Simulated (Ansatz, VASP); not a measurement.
# CdTe in two plane-wave programs, part 2 of 2

Wanted: the spread between two codes on one cell, functional and k mesh. The cell is taken from a series of VASP runs on this material, whose earlier steps may have relaxed, scaled or displaced it; both programs get it as it stands. Valence electrons are named where the data sets of a main pair hold unlike numbers.

VASP 6.6.1 and Ansatz 0.2.0.

So far. Step 2 (VASP: band structure, r2SCAN): The run ends at a pressure of 1.37 GPa.

## (6) VASP: band structure, LDA

Level of this step: LDA; plane waves and PAW (Te, Cd) (VASP).

The same cell, functional (in two slightly different forms), mesh and smearing now go to VASP, with its own data sets.

INCAR reads:

```
SYSTEM = CdTe
PREC = Accurate
ENCUT = 350
EDIFF = 1E-06
NELM = 100
ISMEAR = 0
SIGMA = 0.03
LREAL = .FALSE.
ALGO = Normal
GGA = CA
NBANDS = 21
LORBIT = 11
LWAVE = .FALSE.
LCHARG = .FALSE.
KPAR = 4
```

POSCAR reads:

```
CdTe
1.0
    0.0000000000      3.2094399370      3.2094399370
    3.2094399370      0.0000000000      3.2094399370
    3.2094399370      3.2094399370      0.0000000000
Te Cd
1 1
Direct
    0.7500000000      0.7500000000      0.7500000000
    0.0000000000      0.0000000000      0.0000000000
```

KPOINTS reads:

```
Automatic mesh
0
Gamma
6 6 6
0 0 0
```

KPOINTS_OPT reads:

```
Line mode
10
Line-mode
Reciprocal
  0.00000000   0.00000000   0.00000000 GAMMA
  0.50000000   0.00000000   0.50000000 X

  0.50000000   0.00000000   0.50000000 X
  0.50000000   0.25000000   0.75000000 W

  0.50000000   0.25000000   0.75000000 W
  0.37500000   0.37500000   0.75000000 K

  0.37500000   0.37500000   0.75000000 K
  0.00000000   0.00000000   0.00000000 GAMMA

  0.00000000   0.00000000   0.00000000 GAMMA
  0.50000000   0.50000000   0.50000000 L

  0.50000000   0.50000000   0.50000000 L
  0.62500000   0.25000000   0.62500000 U

  0.62500000   0.25000000   0.62500000 U
  0.50000000   0.25000000   0.75000000 W

  0.50000000   0.25000000   0.75000000 W
  0.50000000   0.50000000   0.50000000 L

  0.50000000   0.50000000   0.50000000 L
  0.37500000   0.37500000   0.75000000 K

  0.62500000   0.25000000   0.62500000 U
  0.50000000   0.00000000   0.50000000 X
```

PAW data sets: Te and Cd (LDA family, release 64).

The run is started by

```sh
$ mpirun -np 4 vasp_std
```

Numbers of over 12 decimals in the logs are rounded to 6 here.

The program printed:

```text
[banner, memory and clock lines left out]
running    4 mpi-ranks, on    1 nodes
[...]
LDA part: xc-table for (Slater(with rela. corr.)+CA(PZ))
 , standard interpolation
 POSCAR, INCAR and KPOINTS ok, starting setup
[...]
entering main loop
       N       E                     dE             d eps       ncg     rms          rms(c)
DAV:   1     0.856936571080E+02    0.85694E+02   -0.64754E+03   688   0.540E+02
DAV:   2    -0.296610971863E+01   -0.88660E+02   -0.84403E+02   767   0.174E+02
DAV:   3    -0.625596621320E+01   -0.32899E+01   -0.32771E+01   823   0.340E+01
DAV:   4    -0.628726119272E+01   -0.31295E-01   -0.31292E-01   882   0.300E+00
[...]
DAV:  10    -0.604221299944E+01    0.77615E-05   -0.70395E-05   777   0.747E-02    0.462E-02
DAV:  11    -0.604221599723E+01   -0.29978E-05   -0.18018E-05   747   0.302E-02    0.278E-02
DAV:  12    -0.604221553971E+01    0.45751E-06   -0.98712E-07   633   0.939E-03
   1 F= -.60422155E+01 E0= -.60422155E+01  d E =-.258160E-24
 Start KPOINTS_OPT (optional k-point list driver)
k-point batch [1-16\100]
       N       E                     dE             ncg
DAV:   1     0.282421744739E+03   -0.49330E+04      704
DAV:   2    -0.110233112425E+04   -0.13848E+04      775
DAV:   3    -0.115252182321E+04   -0.50191E+02      797
DAV:   4    -0.115296886211E+04   -0.44704E+00      884
DAV:   5    -0.115297149564E+04   -0.26335E-02      846
DAV:   6    -0.115297155511E+04   -0.59463E-04      856
DAV:   7    -0.115297155676E+04   -0.16478E-05      745
DAV:   8    -0.115297155680E+04   -0.49258E-07      555
[...]
k-point batch [97-100\100]
       N       E                     dE             ncg
DAV:   1     0.581699113328E+04   -0.19529E+04      176
DAV:   2     0.547672955261E+04   -0.34026E+03      188
DAV:   3     0.546422289226E+04   -0.12507E+02      211
DAV:   4     0.546409841871E+04   -0.12447E+00      220
DAV:   5     0.546409815250E+04   -0.26621E-03      203
DAV:   6     0.546409814845E+04   -0.40493E-05      199
DAV:   7     0.546409814838E+04   -0.70278E-07      176
```

From OUTCAR (step 6):

```text
  Total       -0.1007158     -0.1007158     -0.1007158     -0.0000000     -0.0000000      0.0000000
  in kB       -2.4405657     -2.4405657     -2.4405657     -0.0000000     -0.0000000      0.0000000
  external PRESSURE =      -2.4405657 kB  Pullay stress =       0.0000000 kB

 POSITION                                       TOTAL-FORCE (eV/Angst)
 -----------------------------------------------------------------------------------
      4.81416      4.81416      4.81416        -0.000000     -0.000000     -0.000000
      0.00000      0.00000      0.00000         0.000000      0.000000      0.000000
 -----------------------------------------------------------------------------------
    total drift:                                0.000000      0.000000      0.000001

  FREE ENERGIE OF THE ION-ELECTRON SYSTEM (eV)
  ---------------------------------------------------
  free  energy   TOTEN  =        -6.0422155397 eV

  energy  without entropy=       -6.0422155397  energy(sigma->0) =       -6.04221554

[... 1 part as in an earlier step ...]

[... 2 further parts left out ...]
[key lines of the parts left out:]
E-fermi :   2.6402
```

The run ends at a pressure of -0.24 GPa.

## (7) Differences

What differs besides the data sets and the points named for the pairs above, as far as they apply: the two LDA forms differ slightly; the data sets hold 36 valence electrons in Ansatz (on its default PAW (the set named soft_2) files) and 18 in VASP; the cutoff is 420 eV in Ansatz and 350 eV in VASP; VASP's log shows a relativistic correction to its local exchange, Ansatz's none. Total energies have different zeros and are not compared.

Compared:

```csv
quantity,Ansatz,VASP,difference
pressure (GPa),-0.20,-0.24,+0.05
gap over the path points (eV),0.596,0.634,-0.038
```

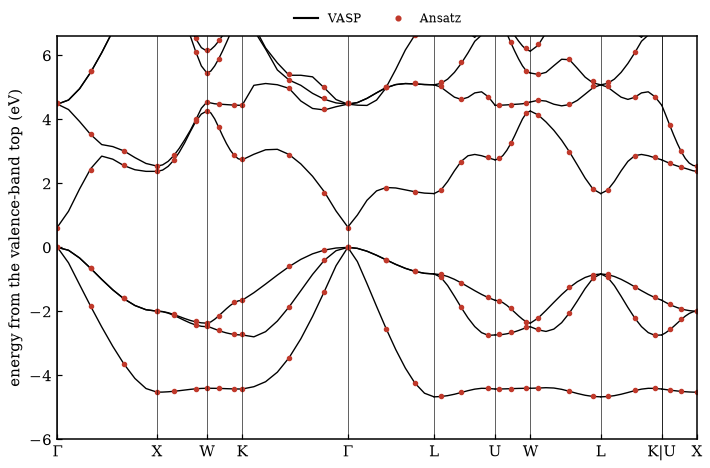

Bands from VASP (lines) and levels from Ansatz (dots). Dots without a line are higher empty bands that the VASP plot leaves out.

Levels at points of the path, from each program's valence-band top (eV; 4 filled, then empty):

```csv
k (reciprocal lattice),Ansatz,VASP
0.000 0.000 0.000,-8.09 0.00 0.00 0.00 0.60 4.51 4.51,-8.10 0.00 0.00 0.00 0.63 4.48 4.48
0.167 0.000 0.167,-8.08 -1.85 -0.65 -0.65 2.43 3.55 5.50,-8.09 -1.84 -0.66 -0.66 2.46 3.53 5.47
0.333 0.000 0.333,-7.91 -3.64 -1.60 -1.60 2.57 3.02 7.28,-7.92 -3.64 -1.61 -1.61 2.56 3.02 7.28
0.500 0.000 0.500,-7.59 -4.52 -1.98 -1.98 2.39 2.55 8.76,-7.59 -4.53 -1.99 -1.99 2.38 2.54 8.80
0.500 0.083 0.583,-7.56 -4.49 -2.11 -2.09 2.73 2.87 8.06,-7.57 -4.50 -2.12 -2.10 2.72 2.86 8.05
0.500 0.194 0.694,-7.50 -4.42 -2.41 -2.32 3.94 4.00 6.12,-7.50 -4.42 -2.43 -2.33 3.94 3.99 6.11
0.500 0.250 0.750,-7.49 -4.40 -2.47 -2.36 4.25 4.56 5.46,-7.50 -4.40 -2.48 -2.37 4.26 4.54 5.45
0.458 0.292 0.750,-7.50 -4.40 -2.58 -2.13 3.76 4.48 5.90,-7.51 -4.41 -2.60 -2.14 3.76 4.48 5.89
0.403 0.347 0.750,-7.53 -4.42 -2.71 -1.72 2.88 4.45 6.98,-7.53 -4.42 -2.72 -1.73 2.87 4.45 6.96
0.375 0.375 0.750,-7.53 -4.42 -2.72 -1.65 2.75 4.44 7.26,-7.54 -4.43 -2.74 -1.65 2.73 4.44 7.24
```

Among the levels compared at these points, filled levels agree within 15 meV and empty ones within 44 meV. Ansatz's pressure holds a Pulay correction of 0.03 GPa; VASP's holds none.

## (8) Ansatz: band structure, LDA, spin-orbit coupling

The same path points are solved in both programs, so levels can be compared one by one. The cell compared in this pair holds 68.02 Å³, against 66.12 Å³ for the pair before.

The cell is taken from a series of VASP runs on this material, whose earlier steps may have relaxed, scaled or displaced it; both programs get it as it stands.

input.yaml reads:

```yaml
crystal:
  lattice:
    - [0.0, 3.24, 3.24]
    - [3.24, 0.0, 3.24]
    - [3.24, 3.24, 0.0]
  atoms:
    - { symbol: Te, position: [0.75, 0.75, 0.75] }
    - { symbol: Cd, position: [0.0, 0.0, 0.0] }
hamiltonian:
  xc: lda
  pseudopotentials: { kind: paw_fr }
magnetization:
  noncollinear: true
  spin_orbit: true
kpoints:
  mp_grid: { grid: [6, 6, 6] }
  band_path:
    path:
      - [0.0, 0.0, 0.0]
      - [0.16667, 0.0, 0.16667]
      - [0.33333, 0.0, 0.33333]
      - [0.5, 0.0, 0.5]
      - [0.5, 0.08333, 0.58333]
      - [0.5, 0.19444, 0.69444]
      - [0.5, 0.25, 0.75]
      - [0.45833, 0.29167, 0.75]
      - [0.40278, 0.34722, 0.75]
      - [0.375, 0.375, 0.75]
      - [0.20833, 0.20833, 0.41667]
      - [0.08333, 0.08333, 0.16667]
      - [0.0, 0.0, 0.0]
      - [0.22222, 0.22222, 0.22222]
      - [0.38889, 0.38889, 0.38889]
      - [0.51389, 0.47222, 0.51389]
      - [0.55556, 0.38889, 0.55556]
      - [0.61111, 0.27778, 0.61111]
      - [0.61111, 0.25, 0.63889]
      - [0.56944, 0.25, 0.68056]
      - [0.51389, 0.25, 0.73611]
      - [0.5, 0.27778, 0.72222]
      - [0.5, 0.38889, 0.61111]
      - [0.5, 0.47222, 0.52778]
      - [0.48611, 0.48611, 0.52778]
      - [0.43056, 0.43056, 0.63889]
      - [0.38889, 0.38889, 0.72222]
      - [0.59722, 0.19444, 0.59722]
      - [0.55556, 0.11111, 0.55556]
      - [0.5, 0.0, 0.5]
    npoints: 1
scf:
  occupations: { method: gaussian, width: 0.03 }
  n_extra_bands: 14
output:
  forces: true
  stress: true
  eigenvalues: true
  write_density: true
  write_potential: true
  elf: true
  volumetric_format: npy
```

The run is started by

```sh
$ ansatz run input.yaml --threads 2 --pin off --max-ram 4608MiB --backend cpu --events-out ev --progress --plain --runs-dir out
```

The program printed:

```text
[...]
non-collinear run that drives no moment, with spin-orbit: no starting moment large enough to seed its density (crystal.atoms[].spin), no starting occupations that ask for one, no magnetisation constraint and no magnetic field, so the semilocal B_xc is pinned to zero
Crystal: 2 atoms, lattice volume = 68.024 Å³
Basis set: ecut = 420 eV, 1363 PW (Γ)
[...]
k-point 1: bands = [... 32 lower, 6.6472, 6.6472, 7.1860, 7.2036, 8.8409, 8.8409, 11.7303, 11.7303, ... 10 higher]
  k-point 2: bands = [... 32 lower, 6.2448, 6.2448, 6.7893, 6.8052, 8.9026, 8.9026, 12.2055, 12.2055, ... 10 higher]
  k-point 15: bands = [... 32 lower, 4.6127, 4.9688, 5.0784, 5.1061, 10.5772, 10.8124, 10.8260, 10.8832, ... 10 higher]
[key lines of the parts left out:]
SCF converged after 7 iterations
Magnetization: |M| = 0.0000 μB,  M = (+0.0000, +0.0000, +0.0000) μB
Free energy (F): -14951.000547 eV
Fermi energy:    7.554133 eV
P = ⅓ Tr σ = -1.3753 GPa (-13.753 kbar)
```

Elapsed: 26 s, on 2 threads of Arm Neoverse N1, shared host; peak memory 0.53 GiB; 51 s of CPU time.

## (9) VASP: band structure, LDA, spin-orbit coupling

The same cell, functional (in two slightly different forms), mesh and smearing now go to VASP, with its own data sets.

INCAR: that of step 6 with these lines changed.

```diff
@@ -10,3 +10,8 @@
 GGA = CA
-NBANDS = 21
+LNONCOLLINEAR = .TRUE.
+MAGMOM = 0 0 0 0 0 0
+NBANDS = 30
+GGA_COMPAT = .FALSE.
+LASPH = .TRUE.
+LSORBIT = .TRUE.
 LORBIT = 11
```

POSCAR reads:

```
CdTe
1.0
    0.0000000000      3.2400000000      3.2400000000
    3.2400000000      0.0000000000      3.2400000000
    3.2400000000      3.2400000000      0.0000000000
Te Cd
1 1
Direct
    0.7500000000      0.7500000000      0.7500000000
    0.0000000000      0.0000000000      0.0000000000
```

KPOINTS is that of step 6.

KPOINTS_OPT is that of step 6.

The run is started by

```sh
$ mpirun -np 4 vasp_ncl
```

The program printed:

```text
[... set-up lines as in an earlier step ...]
 entering main loop
       N       E                     dE             d eps       ncg     rms          rms(c)
DAV:   1     0.887514426388E+02    0.88751E+02   -0.64980E+03  1352   0.763E+02
DAV:   2    -0.228758810702E+01   -0.91039E+02   -0.87810E+02  1480   0.229E+02
DAV:   3    -0.636221821642E+01   -0.40746E+01   -0.40531E+01  1536   0.496E+01
DAV:   4    -0.641526662877E+01   -0.53048E-01   -0.53035E-01  1634   0.487E+00
[...]
DAV:  11    -0.616848089256E+01   -0.91042E-06   -0.17688E-05  1526   0.525E-02    0.226E-02
DAV:  12    -0.616848278848E+01   -0.18959E-05   -0.51006E-06  1574   0.178E-02    0.132E-02
DAV:  13    -0.616848264758E+01    0.14090E-06   -0.37470E-07   846   0.734E-03
   1 F= -.61684826E+01 E0= -.61684826E+01  d E =-.216332E-11  mag=     0.0000    -0.0000     0.0000
 Start KPOINTS_OPT (optional k-point list driver)
k-point batch [1-22\100]
       N       E                     dE             ncg
DAV:   1     0.373510615839E+03   -0.69963E+04     1352
DAV:   2    -0.160022933990E+04   -0.19737E+04     1488
DAV:   3    -0.168371202618E+04   -0.83483E+02     1616
DAV:   4    -0.168476886162E+04   -0.10568E+01     1722
DAV:   5    -0.168477855627E+04   -0.96947E-02     1576
DAV:   6    -0.168477880254E+04   -0.24627E-03     1720
DAV:   7    -0.168477880845E+04   -0.59080E-05     1430
DAV:   8    -0.168477880863E+04   -0.17726E-06     1112
[...]
k-point batch [89-100\100]
       N       E                     dE             ncg
DAV:   1     0.407353086189E+04   -0.52349E+04      728
DAV:   2     0.299615638966E+04   -0.10774E+04      822
DAV:   3     0.295254133983E+04   -0.43615E+02      890
DAV:   4     0.295203400232E+04   -0.50734E+00      906
DAV:   5     0.295202970477E+04   -0.42976E-02      884
DAV:   6     0.295202961124E+04   -0.93532E-04      908
DAV:   7     0.295202960889E+04   -0.23447E-05      788
DAV:   8     0.295202960883E+04   -0.66156E-07      550
```

From OUTCAR (step 9):

```text
  Total       -0.6026461     -0.6026461     -0.6026461      0.0000000      0.0000000      0.0000000
  in kB      -14.1941015    -14.1941015    -14.1941015      0.0000000      0.0000000      0.0000000
  external PRESSURE =     -14.1941015 kB  Pullay stress =       0.0000000 kB

 POSITION                                       TOTAL-FORCE (eV/Angst)
 -----------------------------------------------------------------------------------
      4.86000      4.86000      4.86000        -0.000000     -0.000000      0.000000
      0.00000      0.00000      0.00000         0.000000      0.000000     -0.000000
 -----------------------------------------------------------------------------------
    total drift:                                0.000000      0.000000      0.000000

  FREE ENERGIE OF THE ION-ELECTRON SYSTEM (eV)
  ---------------------------------------------------
  free  energy   TOTEN  =        -6.1684826476 eV

  energy  without entropy=       -6.1684826476  energy(sigma->0) =       -6.16848265

 magnetization (x)
# of ion       s       p       d       tot
------------------------------------------
    1        0.000  -0.000  -0.000  -0.000
    2       -0.000   0.000   0.000  -0.000
--------------------------------------------------
tot         -0.000  -0.000  -0.000  -0.000

 magnetization (y)
# of ion       s       p       d       tot
------------------------------------------
    1        0.000   0.000   0.000   0.000
    2        0.000   0.000  -0.000   0.000
--------------------------------------------------
tot          0.000   0.000  -0.000   0.000

 magnetization (z)
# of ion       s       p       d       tot
------------------------------------------
    1        0.000  -0.000  -0.000   0.000
    2       -0.000   0.000   0.000   0.000
--------------------------------------------------
tot         -0.000   0.000   0.000   0.000

[... 1 part as in an earlier step ...]

[... 2 further parts left out ...]
[key lines of the parts left out:]
E-fermi :   2.5898
```

The run ends at a pressure of -1.42 GPa.

## (10) Comparison

What differs besides the data sets and the points named for the pairs above, as far as they apply: spin-orbit coupling enters by fully relativistic files in Ansatz and inside the spheres in VASP; the data sets hold 36 valence electrons in Ansatz (on its fully relativistic PAW (standard-fr) files) and 18 in VASP. Total energies have different zeros and are not compared.

Compared:

```csv
quantity,Ansatz,VASP,difference
pressure (GPa),-1.38,-1.42,+0.04
gap over the path points (eV),0.233,0.270,-0.037
```

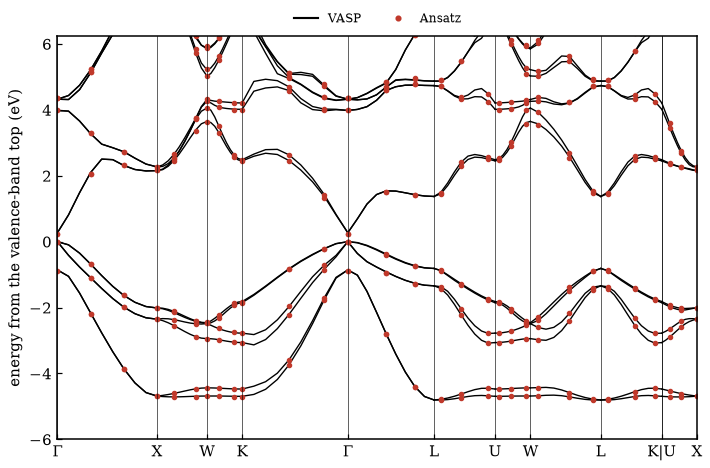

Bands from VASP (lines) and levels from Ansatz (dots). Dots without a line are higher empty bands that the VASP plot leaves out.

Levels at points of the path, from each program's valence-band top (eV; 8 filled, then empty):

```csv
k (reciprocal lattice),Ansatz,VASP
0.000 0.000 0.000,-8.10 -8.10 -0.89 -0.89 0.00 0.00 0.00 0.00 0.23 0.23 4.00 4.00 4.36 4.36,-8.11 -8.11 -0.86 -0.86 0.00 0.00 0.00 0.00 0.27 0.27 3.98 3.98 4.32 4.32
0.167 0.000 0.167,-8.07 -8.07 -2.18 -2.18 -1.11 -1.11 -0.68 -0.68 2.07 2.07 3.29 3.29 5.15 5.15,-8.08 -8.08 -2.17 -2.17 -1.10 -1.10 -0.68 -0.68 2.10 2.10 3.28 3.28 5.12 5.12
0.333 0.000 0.333,-7.91 -7.91 -3.87 -3.87 -2.00 -2.00 -1.63 -1.63 2.32 2.32 2.73 2.73 6.79 6.79,-7.92 -7.92 -3.86 -3.86 -1.99 -1.99 -1.63 -1.63 2.31 2.31 2.73 2.73 6.79 6.79
0.500 0.000 0.500,-7.68 -7.68 -4.69 -4.69 -2.36 -2.36 -2.01 -2.01 2.17 2.17 2.27 2.27 8.14 8.14,-7.68 -7.68 -4.69 -4.69 -2.35 -2.35 -2.01 -2.01 2.15 2.15 2.27 2.27 8.18 8.18
0.500 0.083 0.583,-7.70 -7.63 -4.72 -4.61 -2.55 -2.37 -2.14 -2.10 2.46 2.52 2.53 2.65 7.48 7.64,-7.70 -7.63 -4.71 -4.61 -2.54 -2.37 -2.15 -2.11 2.45 2.51 2.53 2.64 7.48 7.65
0.500 0.194 0.694,-7.69 -7.56 -4.70 -4.46 -2.89 -2.49 -2.41 -2.40 3.37 3.72 3.74 3.75 5.72 5.84,-7.69 -7.56 -4.69 -4.47 -2.88 -2.49 -2.42 -2.40 3.39 3.72 3.73 3.75 5.71 5.83
0.500 0.250 0.750,-7.68 -7.55 -4.69 -4.44 -2.95 -2.48 -2.48 -2.45 3.62 4.05 4.26 4.33 5.03 5.23,-7.69 -7.55 -4.68 -4.44 -2.94 -2.49 -2.49 -2.46 3.65 4.05 4.26 4.32 5.03 5.22
0.458 0.292 0.750,-7.69 -7.56 -4.69 -4.45 -2.98 -2.63 -2.32 -2.23 3.31 3.52 4.08 4.26 5.50 5.62,-7.70 -7.56 -4.68 -4.45 -2.98 -2.64 -2.32 -2.23 3.32 3.52 4.09 4.25 5.50 5.62
0.403 0.347 0.750,-7.71 -7.58 -4.70 -4.47 -3.06 -2.75 -1.93 -1.88 2.57 2.63 4.01 4.22 6.55 6.62,-7.71 -7.58 -4.69 -4.47 -3.05 -2.76 -1.93 -1.88 2.57 2.63 4.02 4.22 6.54 6.61
0.375 0.375 0.750,-7.71 -7.58 -4.70 -4.47 -3.07 -2.77 -1.85 -1.82 2.46 2.49 4.00 4.21 6.86 6.87,-7.72 -7.59 -4.69 -4.47 -3.06 -2.78 -1.85 -1.82 2.45 2.49 4.02 4.21 6.84 6.85
```

Among the levels compared at these points, filled levels agree within 34 meV and empty ones within 47 meV. Ansatz's pressure holds a Pulay correction of 0.03 GPa; VASP's holds none.

## (11) Results

```json
{"largest difference of a filled level at the path points (band structure, r2SCAN)": "50 meV", "largest difference of a filled level at the path points (band structure, LDA)": "15 meV", "largest difference of a filled level at the path points (band structure, LDA, spin-orbit coupling)": "34 meV"}
```

The largest difference of a filled level at the path points is 50 meV (band structure, r2SCAN), within the 80 meV picked in this series as the mark of a large difference. The data sets hold unlike numbers of valence electrons (36 in Ansatz and 18 in VASP), so part of the differences comes from the potentials. 5 further runs of this series are not shown here. How closely two codes agree says nothing of how well the functional describes the real material.

[Lines on the potential files, build, host, timing and source positions are cut from VASP's logs without a mark.]

[Logs are printed without paths, hosts, clocks, repeated set-up lines and the standing remarks that a program may print on its own settings, such as how far it seeks lower states.]

[Hosts, paths, dates, database ids (printed as entryN), source tags and the programs' standing remarks are cut or masked in the printed files.]
